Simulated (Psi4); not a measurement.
## Geometry relaxation, with input and output: OF₂ (part 4 of 4)

Continued. System: OF₂ (oxygen difluoride). Method: wB97X-D/pcseg-3, RKS (Psi4 1.11). The geometry comes from this level: GFN2-xTB.

Geometry of the input (Å):
```
F  0.9562  -0.3305  0.4909
O  0.0007  0.5449  0.0601
F  -0.9569  -0.2144  -0.5510
```

### The program's output, continued
```
    Final Occupation by Irrep:
              A
    DOCC [    13 ]
    NA   [    13 ]
    NB   [    13 ]

  @DF-RKS Final Energy:  -274.71798733163831

   => Energetics <=

    Nuclear Repulsion Energy =             74.9637487283502253
    One-Electron Energy =                -530.6136700818806275
    Two-Electron Energy =                 201.7054807748366443
    DFT Exchange-Correlation Energy =     -20.7734830470762084
    Empirical Dispersion Energy =          -0.0000637058683157
    VV10 Nonlocal Energy =                  0.0000000000000000
    Total Energy =                       -274.7179873316383123

Computation Completed

Properties will be evaluated at   0.000000,   0.000000,   0.000000 [a0]

Properties computed using the SCF density matrix

 Multipole Moments:

 ------------------------------------------------------------------------------------
     Multipole            Electronic (a.u.)      Nuclear  (a.u.)        Total (a.u.)
 ------------------------------------------------------------------------------------

 L = 1.  Multiply by 2.5417464519 to convert [e a0] to [Debye]
 Dipole X            :         -0.0198155            0.0256481            0.0058326
 Dipole Y            :         -0.3699833            0.4776863            0.1077030
 Dipole Z            :         -0.0000000            0.0000000           -0.0000000
 Magnitude           :                                                    0.1078608

 ------------------------------------------------------------------------------------

	total time  =          6 seconds =       0.10 minutes

         ------------------------------------------------------------
                                   SCF GRAD
         ------------------------------------------------------------

  ==> Geometry <==

    Molecular point group: c1
    Full point group: Cs

    Geometry (in Angstrom), charge = 0, multiplicity = 1:

       Center              X                  Y                   Z               Mass
    ------------   -----------------  -----------------  -----------------  -----------------
         F            1.071082462985    -0.309861757958    -0.000000000000    18.998403162730
         O            0.032099318567     0.597838040655     0.000000000000    15.994914619570
         F           -1.098107147924    -0.193463091752    -0.000000000000    18.998403162730

  Nuclear repulsion =   74.963748728350225

   => Molecular Quadrature <=

    Radial Scheme          =       TREUTLER
    Pruning Scheme         =           NONE
    Nuclear Scheme         =       TREUTLER

    Blocking Scheme        =         OCTREE
    BS radius alpha        =              1
    Pruning alpha          =              1
    Radial Points          =             99
    Spherical Points       =            590
    Total Points           =         172038
    Total Blocks           =           1312
    Max Points             =            256
    Max Functions          =            174
    Weights Tolerance      =       1.00E-15

  -Total Gradient:
     Atom            X                  Y                   Z
    ------   -----------------  -----------------  -----------------
       1       -0.000007712853    -0.000000084732     0.000000000000
       2        0.000016656033    -0.000006233456     0.000000000000
       3       -0.000010002391    -0.000013262333    -0.000000000000

	total time  =          4 seconds =       0.07 minutes

    			-----------------------------------------

    			 OPTKING 3.0: for geometry optimizations

    			        with contributions from

    			-----------------------------------------

	                            ===> Fragment 1 <==

	 Z (Atomic Numbers)          Masses                          Geom
	       9.000000            18.998403          2.02405251 -0.58555386 -0.00000000
	       8.000000            15.994915          0.06065892  1.12975016  0.00000000
	       9.000000            18.998403         -2.07512177 -0.36559226 -0.00000000

	 - Coordinate -           - BOHR/RAD -       - ANG/DEG -
	 R(1,2)           =         2.607141           1.379639
	 R(2,3)           =         2.607222           1.379683
	 B(1,2,3)         =         1.812713         103.860809

	        --- Internal Coordinate Step in ANG or DEG, aJ/ANG or AJ/DEG ---
	-------------------------------------------------------------------------------
	           Coordinate      Previous         Force          Change          New
	           ----------      --------        ------          ------        ------
	               R(1,2)       1.37964        0.00008        0.00001       1.37965
	               R(2,3)       1.37968       -0.00010       -0.00001       1.37967
	             B(1,2,3)     103.86081       -0.00000        0.00002     103.86083
	-------------------------------------------------------------------------------

	                                 ==> Convergence Check <==

	Measures of convergence in internal coordinates in au.

	Criteria marked as inactive (o), active & met (*), and active & unmet ( ).

	----------------------------------------------------------------------------------------------
	   Step    Total Energy     Delta E     Max Force     RMS Force      Max Disp      RMS Disp
	----------------------------------------------------------------------------------------------
	  Convergence Criteria              o    1.50e-05 *    1.00e-05 *    6.00e-05 *    4.00e-05 *
	----------------------------------------------------------------------------------------------
	     5    -274.71798733    4.04e-09 o    1.18e-05 *    8.84e-06 *    2.35e-05 *    1.77e-05 *  ~
	----------------------------------------------------------------------------------------------

Next Geometry in Ang
	Fragment 1 (Ang)

	    F   1.0710856037  -0.3098647981  -0.0000000000
	    O   0.0320912883   0.5978379297   0.0000000000
	    F  -1.0981022584  -0.1934599407  -0.0000000000

    Final optimized geometry and variables:
    Molecular point group: c1
    Full point group: Cs

    Geometry (in Angstrom), charge = 0, multiplicity = 1:

    F            1.071082462985    -0.309861757958    -0.000000000000
    O            0.032099318567     0.597838040655     0.000000000000
    F           -1.098107147924    -0.193463091752    -0.000000000000

[set-up sections that repeat, and orbital energies of the middle runs, are left out above]
```

### Trajectory as extended XYZ (Å, eV, eV/Å), 5 frames, from step=0 to step=4
```
3
Properties=species:S:1:pos:R:3:forces:R:3 step=0 energy=-7475.44390
F     0.9562   -0.3305    0.4909    0.2364  -0.5321   0.0721
O     0.0007    0.5449    0.0601   -0.0138   1.0240   0.1045
F    -0.9569   -0.2144   -0.5510   -0.2226  -0.4913  -0.1765
3
Properties=species:S:1:pos:R:3:forces:R:3 step=1 energy=-7475.45565
F     0.9447   -0.3398    0.4836    0.1744  -0.0222   0.0937
O     0.0006    0.5685    0.0626   -0.0066   0.0187  -0.0016
F    -0.9454   -0.2250   -0.5458   -0.1679   0.0046  -0.0920
3
Properties=species:S:1:pos:R:3:forces:R:3 step=2 energy=-7475.45725
F     0.9528   -0.3387    0.4882   -0.0137   0.0032  -0.0072
O     0.0006    0.5646    0.0621   -0.0029  -0.0061  -0.0023
F    -0.9534   -0.2228   -0.5500    0.0166   0.0039   0.0096
3
Properties=species:S:1:pos:R:3:forces:R:3 step=3 energy=-7475.45726
F     0.9523   -0.3388    0.4878    0.0002   0.0001   0.0001
O     0.0005    0.5648    0.0621   -0.0016  -0.0004  -0.0009
F    -0.9528   -0.2229   -0.5496    0.0013   0.0014   0.0009
3
Properties=species:S:1:pos:R:3:forces:R:3 step=4 energy=-7475.45726
F     0.9522   -0.3388    0.4878    0.0003   0.0000   0.0002
O     0.0005    0.5648    0.0621   -0.0008   0.0003  -0.0004
F    -0.9528   -0.2229   -0.5496    0.0004   0.0007   0.0003
```

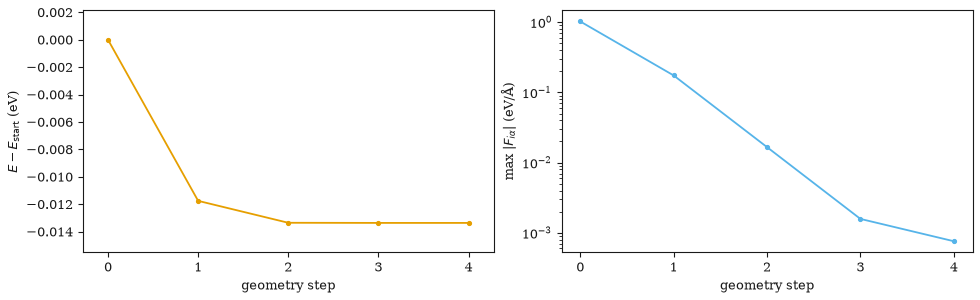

Progress of the relaxation, step by step (steps are counted from 0).

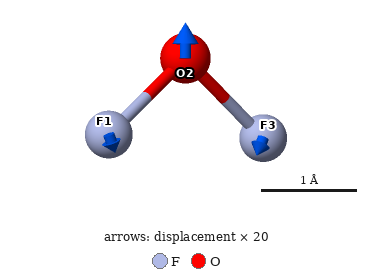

The starting structure with the displacements as blue arrows, magnified 20 times (ball-and-stick view, seen at a tilt). The two geometries are laid on each other by the best rigid fit. After 4 geometry steps the energy has fallen by 0.013 eV. Largest force component: 1 eV/Å at the start, 0.00076 eV/Å at the end. The atom that moves furthest after the best rigid fit is O2 (0.019 Å). Largest moves by element: O 0.019 Å, F 0.011 Å. Distances before and after: F1–O2 1.366 → 1.380 Å. Among the angles that change: F1–O2–F3 106.0° → 103.9°. (Atoms are counted from 1 in the order of the input.)

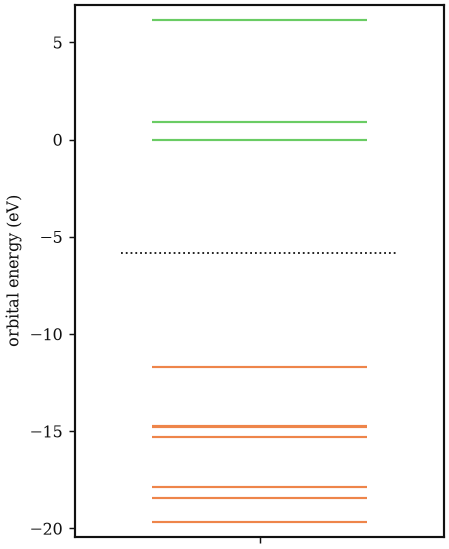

Orbital energies near the frontier; the dotted line parts filled from empty levels, and levels within 0.02 eV of each other stand side by side. Highest filled −11.68 eV, lowest empty −0.01 eV, 11.67 eV apart.

### Summary

| quantity | value |
| --- | --- |
| outcome | converged |
| total energy | −274.717987 hartree |
| dispersion energy | −0.000064 hartree |
| basis functions | 180 |
| HOMO | −11.68 eV |
| LUMO | −0.01 eV |
| dipole moment | 0.27 D |
| hardware | 1 thread of Intel Xeon @ 2.90GHz (Ice Lake), 64 GiB of memory available, shared host |
| wall time | 66 s |
| peak memory | 1.2 GiB |
